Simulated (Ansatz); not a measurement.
# One shape, several levels: CH5Si (SMILES C[SiH2])

Wanted: a comparison of 6 runs (U-r2SCAN/STO-3G, U-revPBE/STO-3G, UBHLYP/STO-3G, UHSE06/STO-3G, UPBE0/STO-3G, UCCSDT(Q)/STO-3G) of CH5Si. 

The calculation is run with Ansatz 0.2.0.

52 further runs of the same task are left out: 52 set aside as unsound or not needed.

## 1. The structure to begin with

CH5Si: 7 atoms, total charge 0, spin state doublet. SMILES: `C[SiH2]`. The Si2–C1 distance was set to 2.812 Å, away from the relaxed value. At this shape a bond of the SMILES string is far longer than usual.

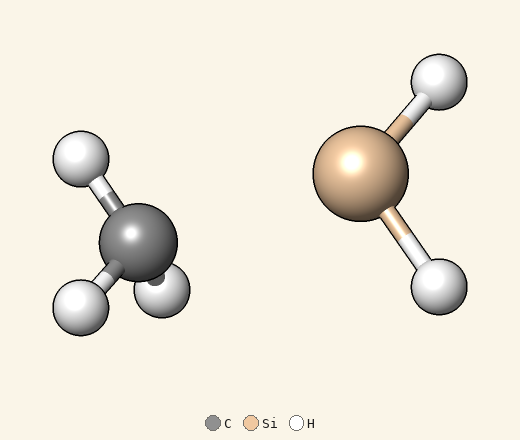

The structure, seen from a chosen angle (carbon grey, silicon light orange, hydrogen white).

## 2. The energy at U-r2SCAN/STO-3G (run 1)

input.yaml

```yaml
basis:
  gaussian:
    orbitals: STO-3G
crystal:
  periodic: [false, false, false]
  atoms:
    - {symbol: C, position_ang: [-0.271998, -1.722191, -0.014199]}
    - {symbol: Si, position_ang: [0.176200, 1.034800, 0.314000]}
    - {symbol: H, position_ang: [-0.354198, -1.973891, -1.075999]}
    - {symbol: H, position_ang: [0.549802, -2.302291, 0.410101]}
    - {symbol: H, position_ang: [-1.196498, -2.026691, 0.480101]}
    - {symbol: H, position_ang: [-0.951500, 1.846400, -0.225700]}
    - {symbol: H, position_ang: [1.450600, 1.468000, -0.326000]}
magnetization:
  spin_polarized: true
  initial_magnetization: 1
hamiltonian:
  xc: r2scan
accuracy: high
```

On the command line:

```
$ ansatz run input.yaml --threads 1 --pin off --max-ram 2610MiB --events-out events.jsonl --progress --plain --runs-dir runs
```

Standard output:

```text
Warning: RAYON_NUM_THREADS=1 ignored (pool sized by the plan → 1); use --threads N
Functional definition: r2SCAN
  name "r2SCAN"
  parameter k0 = 0.174
  parameter k1 = 0.065
  parameter a1 = 4.9479
  exchange = r2scan_x(k0 = k0, k1 = k1, a1 = a1)
  correlation = r2scan_c
317 factors; integrals over basis functions are off by at most 1.2e-8 eV
mean field evaluation 1: about -8882.3436 eV, gradient 1.6e1 eV
mean field evaluation 2: about -8871.6029 eV, gradient 3.2e1 eV
mean field evaluation 4: about -8885.4171 eV, gradient 1.9e0 eV
mean field evaluation 8: about -8885.3926 eV, gradient 2.4e-1 eV
mean field evaluation 16: about -8885.4037 eV, gradient 8.7e-4 eV
mean field evaluation 32: about -8883.5982 eV, gradient 6.1e0 eV
mean field -8885.40368722 eV, -326.5325627625 hartree, gradient 1.5e-8 eV, S^2 0.813049; 2 other end points of the search recorded, 0 dependent functions left out
reference -8885.40368829 eV, -326.5325628018 hartree; 13, 12 occupied and 6, 7 virtual orbitals, 317 factors
Total energy: -8885.40368829 eV, -326.5325628018 hartree
```

It took 6.9 s on 1 thread of Arm Neoverse V1, shared host; peak memory 0.24 GiB.

## 3. A single-point energy at U-revPBE/STO-3G (run 2)

input.yaml, as its differences from that of step 2:

```diff
@@ -1,4 +1 @@
-basis:
-  gaussian:
-    orbitals: STO-3G
 crystal:
@@ -13,7 +10,6 @@
     - {symbol: H, position_ang: [1.450600, 1.468000, -0.326000]}
-magnetization:
-  spin_polarized: true
-  initial_magnetization: 1
-hamiltonian:
-  xc: r2scan
+basis:
+  gaussian: {orbitals: STO-3G}
+magnetization: {spin_polarized: true, initial_magnetization: 1}
+hamiltonian: {xc: {name: revPBE}}
 accuracy: high
```

On the command line:

```
$ ansatz run input.yaml --threads 1 --pin off --max-ram 2610MiB --events-out events.jsonl --progress --plain --runs-dir runs
```

Standard output:

```text
Warning: RAYON_NUM_THREADS=1 ignored (pool sized by the plan → 1); use --threads N
Functional definition: revPBE
  name "revPBE"
  parameter kappa = 1.245
  parameter beta = 0.06672455060314922
  exchange = pbe_x(kappa = kappa, mu = beta*pi^2/3)
  correlation = pbe_c(beta = beta)
317 factors; integrals over basis functions are off by at most 1.2e-8 eV
mean field evaluation 1: about -8881.7083 eV, gradient 1.7e1 eV
mean field evaluation 2: about -8868.7259 eV, gradient 3.5e1 eV
mean field evaluation 4: about -8885.0804 eV, gradient 2.0e0 eV
mean field evaluation 8: about -8885.0353 eV, gradient 1.4e-1 eV
mean field evaluation 16: about -8885.0364 eV, gradient 2.1e-5 eV
mean field -8885.03644130 eV, -326.5190667237 hartree, gradient 5.4e-8 eV, S^2 0.761750; 2 other end points of the search recorded, 0 dependent functions left out
reference -8885.03644410 eV, -326.5190668265 hartree; 13, 12 occupied and 6, 7 virtual orbitals, 317 factors
Total energy: -8885.03644410 eV, -326.5190668265 hartree
```

It took 2.3 s on 1 thread of Arm Neoverse V1, shared host; peak memory 0.13 GiB.

## 4. The energy at UBHLYP/STO-3G (run 3)

input.yaml, as its differences from that of step 3:

```diff
@@ -13,3 +13,3 @@
 magnetization: {spin_polarized: true, initial_magnetization: 1}
-hamiltonian: {xc: {name: revPBE}}
 accuracy: high
+hamiltonian: {xc: {name: BHLYP}}
```

On the command line:

```
$ ansatz run input.yaml --threads 1 --pin off --max-ram 2610MiB --events-out events.jsonl --progress --plain --runs-dir runs
```

Standard output:

```text
Warning: RAYON_NUM_THREADS=1 ignored (pool sized by the plan → 1); use --threads N
Functional definition: BHLYP
  name "BHLYP"
  parameter a = 0.5
  exchange = (1 - a)*b88_x + a*exact_x
  correlation = lyp_c
317 factors; integrals over basis functions are off by at most 1.2e-8 eV
mean field evaluation 1: about -8883.7687 eV, gradient 1.3e1 eV
mean field evaluation 2: about -8882.5722 eV, gradient 1.9e1 eV
mean field evaluation 4: about -8885.7987 eV, gradient 1.2e0 eV
mean field evaluation 8: about -8885.9122 eV, gradient 1.4e-1 eV
mean field evaluation 16: about -8885.9136 eV, gradient 1.1e-4 eV
mean field -8885.91361799 eV, -326.5513023726 hartree, gradient 6.2e-8 eV, S^2 0.960571; 0 other end points of the search recorded, 0 dependent functions left out
reference -8885.91363953 eV, -326.5513031643 hartree; 13, 12 occupied and 6, 7 virtual orbitals, 317 factors
Total energy: -8885.91363953 eV, -326.5513031643 hartree
```

It took 2.5 s on 1 thread of Arm Neoverse V1, shared host; peak memory 0.14 GiB.

Runs 4 to 5 aren't shown in full; the table further down has their settings and results.

## 5. The energy at UCCSDT(Q)/STO-3G (run 6)

run.yaml

```yaml
crystal:
  periodic: [false, false, false]
  atoms:
    - {symbol: C, position_ang: [-0.271998, -1.722191, -0.014199]}
    - {symbol: Si, position_ang: [0.176200, 1.034800, 0.314000]}
    - {symbol: H, position_ang: [-0.354198, -1.973891, -1.075999]}
    - {symbol: H, position_ang: [0.549802, -2.302291, 0.410101]}
    - {symbol: H, position_ang: [-1.196498, -2.026691, 0.480101]}
    - {symbol: H, position_ang: [-0.951500, 1.846400, -0.225700]}
    - {symbol: H, position_ang: [1.450600, 1.468000, -0.326000]}
basis:
  gaussian: {orbitals: STO-3G}
scf: {omitted_lower_state_checks: [cluster_reference, increment]}
correlation: {method: ccsdt_q, frozen_orbitals: {C: 1, H: 0, Si: 5}}
magnetization: {spin_polarized: true, initial_magnetization: 1}
accuracy: high
```

On the command line:

```
$ ansatz run run.yaml --threads 1 --pin off --max-ram 2610MiB --events-out events.jsonl --progress --plain --runs-dir runs
```

Standard output:

```text
Warning: RAYON_NUM_THREADS=1 ignored (pool sized by the plan → 1); use --threads N
[... 12 lines left out ...]
6 core orbitals not correlated: weight in the atoms' cores, before any rotation towards them, 1.000 or more for the frozen orbitals, at most 0.000 for the correlated occupied ones
[... 40 lines left out ...]
Total energy: -8867.21309224 eV, -325.8640707270 hartree
Checks for a lower state left out: cluster_reference, increment
```

It took 1.4 s on 1 thread of Arm Neoverse V1, shared host; peak memory 0.091 GiB.

## 6. The series

| run | level | frozen core orbitals | energy (Eh) | ⟨S²⟩ | wall time |
| --- | --- | --- | --- | --- | --- |
| 1 | U-r2SCAN/STO-3G | – | -326.532563 | 0.813 | 6.9 s |
| 2 | U-revPBE/STO-3G | – | -326.519067 | 0.762 | 2.3 s |
| 3 | UBHLYP/STO-3G | – | -326.551303 | 0.961 | 2.5 s |
| 4 | UHSE06/STO-3G | – | -326.397544 | 0.855 | 3.6 s |
| 5 | UPBE0/STO-3G | – | -326.406751 | 0.860 | 2.3 s |
| 6 | UCCSDT(Q)/STO-3G | 6 | -325.864071 | 1.147 | 1.4 s |

## 7. Outcome

```
                                          quantity          value
                               run 6: total energy  -325.86407 Eh
run 6: correlation energy (6 core orbitals frozen)     -124.3 mEh
          run 6: ⟨S²⟩ of the reference determinant          1.147
                              run 6: T1 diagnostic          0.068
```

**Reading.** Totals of different functionals can't be ranked against each other. In runs 1, 2, 3, 4, 5, 6 the basis is minimal, so the values are rough. Spin contamination of the reference: run 6 ⟨S²⟩ = 1.15, run 3 ⟨S²⟩ = 0.96, run 5 ⟨S²⟩ = 0.86, run 4 ⟨S²⟩ = 0.85. All runs together took 19 s, the longest 6.9 s.
